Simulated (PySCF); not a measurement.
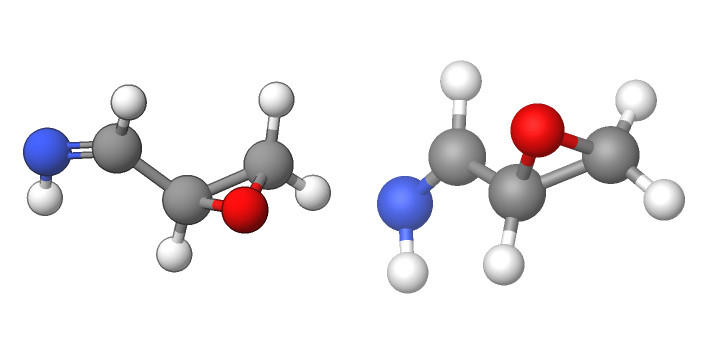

Two views of one molecule. Colours: nitrogen blue, carbon grey, oxygen red, hydrogen white.

The geometry was computed by an optimisation with PBE0-D3(BJ)/def2-SVP. No frequency run is at hand to confirm it as a minimum.

What does the picture show?

It has 10 atoms: 3 carbon, 5 hydrogen, 1 nitrogen and 1 oxygen (C3H5NO). SMILES: `[H]/N=C\[C@H]1CO1`. Independent rings (smallest set): 1 of 3 members. Among its groups: ether, imine. The point group is C1. Coordination, clear cases only: 1 N bent; 1 C trigonal planar.

The parts below concern this one geometry. Atoms keep their numbers from picture to picture.

### Spin–spin coupling

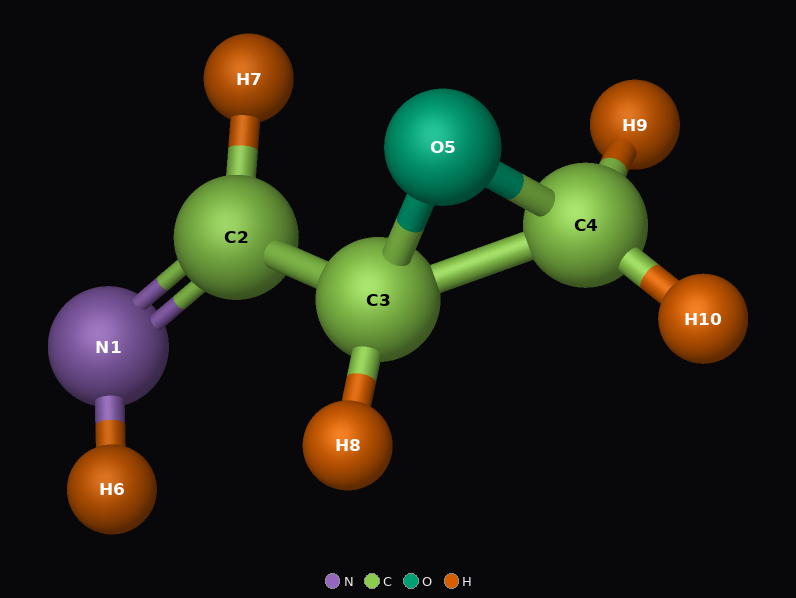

No frequency run is at hand to confirm it as a minimum. Method: B3LYP/pcJ-1 indirect spin-spin coupling, non-relativistic, gas phase (PySCF 2.14.0). Isotopes: 13C, 1H, 15N, 17O.

Give the spin–spin coupling constants of these pairs, with the number of bonds between them: N1/C2, N1/H7, N1/C3, N1/H8, N1/C4, N1/O5.

```json
{"pair": "N1, C2", "bonds apart": "1", "J (Hz)": "−3.2"}
{"pair": "N1, H7", "bonds apart": "2", "J (Hz)": "−15.0"}
{"pair": "N1, C3", "bonds apart": "2", "J (Hz)": "4.9"}
{"pair": "N1, H8", "bonds apart": "3", "J (Hz)": "−0.9"}
{"pair": "N1, C4", "bonds apart": "3", "J (Hz)": "−0.6"}
{"pair": "N1, O5", "bonds apart": "3", "J (Hz)": "−0.9"}
```

### NMR shielding

The questions are on isotropic NMR shieldings of the C atoms. No frequency run is at hand to confirm it as a minimum. Properties computed with GIAO PBE0/pcSseg-1 NMR shielding, non-relativistic, gas phase (PySCF 2.14.0).

List the isotropic NMR shieldings of the C atoms.

| atom | σ (ppm) |
| --- | --- |
| C2 | 3.4 |
| C3 | 131.1 |
| C4 | 139.4 |

### Quadrupole coupling

No frequency run is at hand to confirm it as a minimum. Electric field gradients from the ground-state density, B3LYP/pcJ-1 (PySCF 2.14.0), non-relativistic apart from any core potentials.

Give the largest field-gradient component, the quadrupole coupling constant and the asymmetry for 14N at N1 (Q = 20.44 mb), 17O at O5 (Q = −25.6 mb).

```csv
atom,V_zz (a.u.),e²qQ/h (MHz),η
N1,−0.984,−4.73,0.41
O5,−2.253,13.55,0.09
```

### Dipole moment

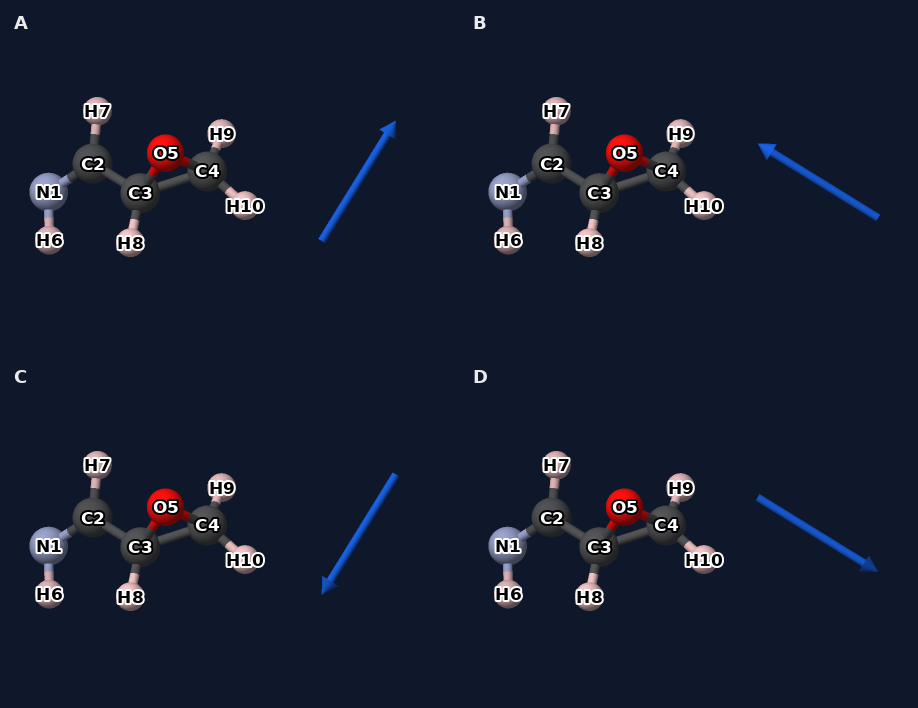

The same molecule four times, each with an arrow. No frequency run is at hand to confirm it as a minimum. Level of theory: ωB97X-D/def2-SVPD, gas phase (PySCF 2.14.0).

> Which arrow points along the dipole moment, from the negative to the positive end?

D. The dipole moment is 2.59 D; it points from the side of N1, H7 to the side of H10 (the outermost atoms at the two ends).
